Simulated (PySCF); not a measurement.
Cl3HOZr, SMILES `O[Zr](Cl)(Cl)Cl`.

Method: PBE0/def2-TZVP; geometry: GFN2-xTB; program: PySCF. Core potentials replace the inner electrons of Zr; spin–orbit coupling isn't included. This is a single-reference result, which may miss multireference character in this system. No frequency check shows the geometry to be a minimum. A basis without diffuse functions makes polarisabilities too small. GFN2-xTB bond lengths at metals and heavier atoms can be off by up to 0.1 Å and shapes distorted, which carries into these values.

Input script:

```python
import numpy as np
from pyscf import gto, scf, dft
from pyscf.scf import atom_ks, atom_hf
from scipy.linalg import block_diag

def solve(mol, dm0=None, hcore=None):
    mf = (dft.UKS if mol.spin else dft.RKS)(mol, xc='pbe0')
    mf.grids.level = 3
    mf = mf.density_fit(auxbasis='def2-universal-jkfit')
    mf.conv_tol, mf.max_cycle = 1e-8, 80
    if hcore is not None:
        mf.get_hcore = lambda *args: hcore
    mf.kernel(dm0)
    if not mf.converged:
        mf = mf.newton().run(mf.mo_coeff, mf.mo_occ, max_cycle=30)
    assert mf.converged, 'SCF not converged'
    return mf

mol = gto.M(atom='''
O     -0.02243     0.00204     2.16073
Zr    -0.00135     0.00008     0.34003
Cl    -1.35264     1.50375    -0.67703
Cl    -0.61857    -1.92836    -0.66999
Cl     1.98742     0.42328    -0.65339
H     -0.04223     0.00289     3.12005
''', basis='def2-tzvp', ecp={'Zr': 'def2-tzvp'}, charge=0, spin=0, verbose=4)
field = np.array([0.004, 0.0, 0.0])  # atomic units
mol.set_common_orig(mol.atom_charges() @ mol.atom_coords() / mol.atom_charges().sum())
mf = solve(mol)
out = dict(dm0=mf.make_rdm1(), d0=mf.dip_moment(unit='AU'), e0=mf.e_tot)
for name, sign in (('p', 1), ('m', -1)):
    h = mf.get_hcore() + sign * np.einsum('x,xij->ij', field, mol.intor('int1e_r'))
    mi = solve(mol, mf.make_rdm1(), h)
    out.update({'dm' + name: mi.make_rdm1(), 'd' + name: mi.dip_moment(unit='AU'), 'e' + name: mi.e_tot})
# spherically averaged free atoms, for the promolecule
atom_ks.AtomSphAverageRKS.init_guess_by_vsap = lambda self, mol=None: self.init_guess_by_minao(mol)  # core potentials
atm = atom_ks.get_atm_nrks(mol, xc='pbe0')
pro = block_diag(*[(atm[a[0]][2] * atm[a[0]][3]) @ atm[a[0]][2].T for a in mol._atom])
np.savez('result.npz', pro=pro, **out)
```

Launched as:

```sh
OMP_NUM_THREADS=1 python input.py
```

The run took 67 s on 1 thread of Arm Neoverse V2, with other jobs on the host, peak memory 0.93 GiB.

Partitions, critical points and surface values were worked out afterwards from this run's density.

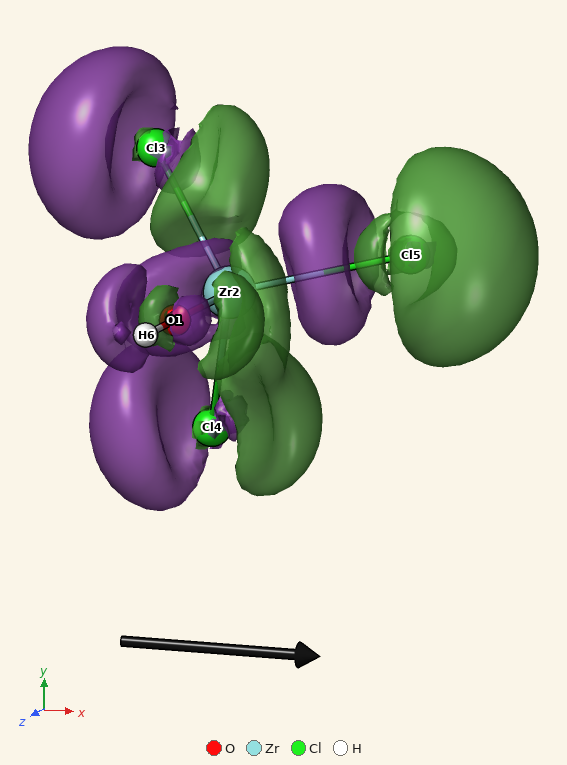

Change of the electron density in a uniform field of 0.21 V/Å along +x (arrow), surfaces at ±0.0015 e/Å³ (purple: gain, green: loss).

Q: What dipole is induced, and what polarisability does it imply?

A: The induced dipole is 0.78 D (along the field); α along this axis, from the fields in both directions, is 77 bohr³ (11.4 Å³).

Q: Which atoms gain and lose the most charge?

A: Electrons gather most on Cl3 (Hirshfeld charge changes by −0.015 e) and leave Cl5 most (+0.023 e); 0.061 electrons are displaced in all.
